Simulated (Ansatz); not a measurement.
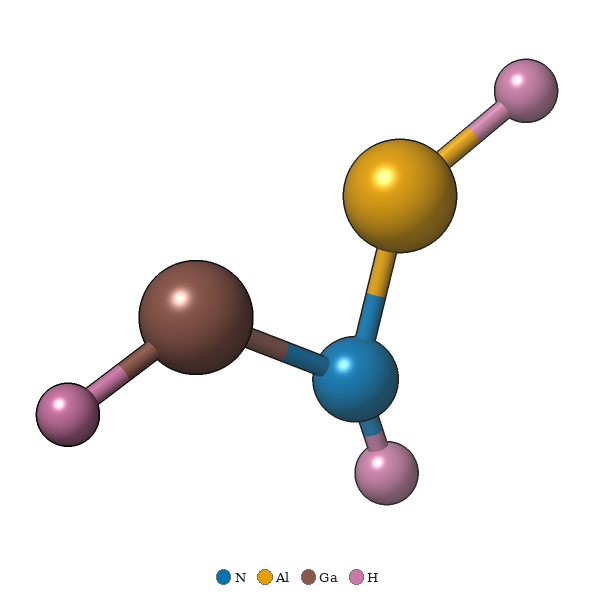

Rendered structure (ball-and-stick style). Every bond is drawn as one stick, whatever its order.

The computed structure is the end point of a PBE0-D4/def2-TZVP optimisation. No frequency run is at hand to confirm it as a minimum.

Describe the molecule.

The molecule is AlGaH3N. This geometry has Cs symmetry. All atoms lie on one plane. Coordination, clear cases only: 1 Al bent; 1 Ga bent.

More results for the same structure follow; atom numbers are the same in all pictures, views and colours differ.

## Shape

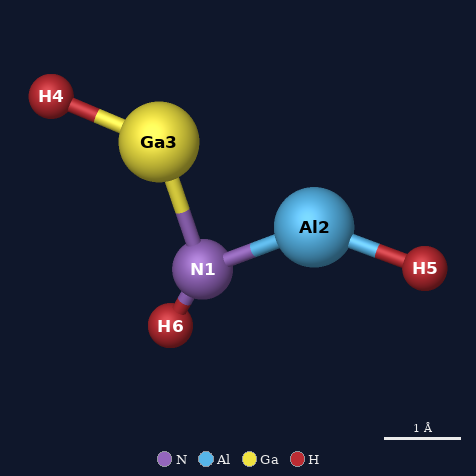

No frequency run is at hand to confirm it as a minimum.

Give these bond angles: Al2–N1–Ga3, Al2–N1–H6, Ga3–N1–H6, N1–Al2–H5, N1–Ga3–H4.

```tsv
angle	degrees
Al2–N1–Ga3	79.6
Al2–N1–H6	145.2
Ga3–N1–H6	135.2
N1–Al2–H5	137.1
N1–Ga3–H4	125.4
```

## Electronic properties

No frequency run is at hand to confirm it as a minimum. Level of theory: RKS PBE0-D4/def2-TZVPP (Ansatz 0.2.0).

**Estimate the LUMO energy (Kohn–Sham orbital).**

−1.34 eV.

**Give the HOMO energy (Kohn–Sham orbital) at this level.**

−6.13 eV.

## Dipole moment

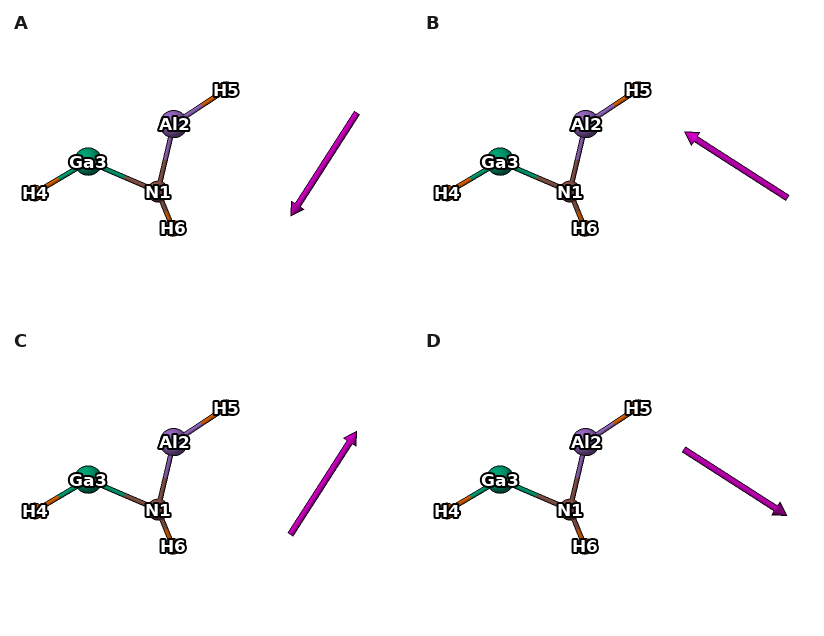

The same molecule four times, each with an arrow. No frequency run is at hand to confirm it as a minimum. Properties computed with RKS PBE0-D4/def2-TZVP (Ansatz 0.2.0).

**Which arrow points along the dipole moment, from the negative to the positive end?**

D. The dipole moment is 0.47 D; it points from the side of H4 to the side of H6 (the outermost atoms at the two ends).

## Charges

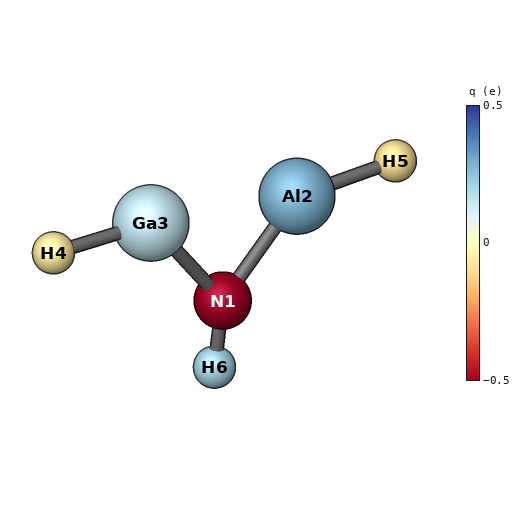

Atoms are coloured by their Mulliken charges. No frequency run is at hand to confirm it as a minimum. Properties computed with RKS PBE0-D4/def2-TZVP (Ansatz 0.2.0).

**Which atom carries the highest charge (most positive or least negative)?**

Al2 (0.28 e).

**And the lowest?**

N1 (−0.49 e).

List the Mulliken charges.

```tsv
atom	value (e)
N1	−0.49
Al2	0.28
Ga3	0.15
H4	−0.05
H5	−0.08
H6	0.20
```

Mulliken values depend strongly on the basis set and can even reverse the polarity of a bond.
